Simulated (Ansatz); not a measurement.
```yaml
atoms:
  - { symbol: Ge, position_ang: [0.2678, 0.0193, 0.1895] }
  - { symbol: H, position_ang: [0.2406, -0.0368, 1.7371] }
  - { symbol: H, position_ang: [1.7179, -0.0369, -0.3518] }
  - { symbol: H, position_ang: [-0.4870, 1.2619, -0.3444] }
  - { symbol: Cl, position_ang: [-0.7790, -1.7543, -0.5508] }
```

All numbers below come from RKS revPBE-D4/def2-SVP (Ansatz 0.2.0).

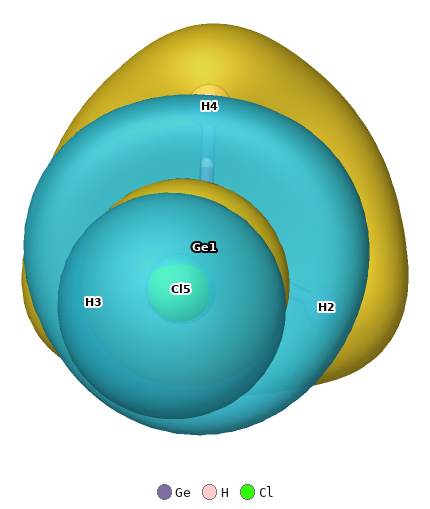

ClGeH$_{3}$. The LUMO at ±0.06 Å⁻³ᐟ² (yellow and cyan are the two phases), seen at an oblique angle.

> Describe this orbital and give its energy.

By Hirshfeld shares it lies mainly on Ge1 (about 55 %) and Cl5 (about 30 %). Its energy is −1.07 eV.
